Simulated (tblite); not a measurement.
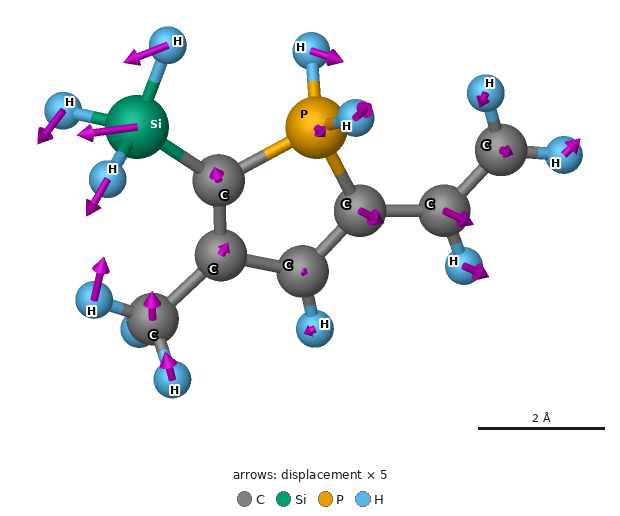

A relaxation of C$_{7}$H$_{12}$PSi (charge +1). The starting structure is drawn; purple arrows show the displacements, magnified 5 times. The two geometries are superimposed by the best rigid fit.

A ball-and-stick model, seen at a tilt.

Theory: GFN2-xTB geometry optimisation, gas phase (tblite 0.8.0). 

> What happened in the run?

After 56 geometry steps the energy has fallen by 0.447 eV. The Si atom moves most after the best rigid fit: 0.20 Å. By element the largest moves are Si 0.20 Å, H 0.16 Å, C 0.11 Å, P 0.05 Å. Among the contacts that change: C–Si 1.804 → 1.915 Å, C–P 1.764 → 1.807 Å, H–P 1.416 → 1.375 Å, H–Si 1.492 → 1.459 Å. Among the angles between lasting bonds that change: Si–C–P 115.8° → 124.0°, H–P–H 112.8° → 105.5°, C–Si–H 110.6° → 103.4°.
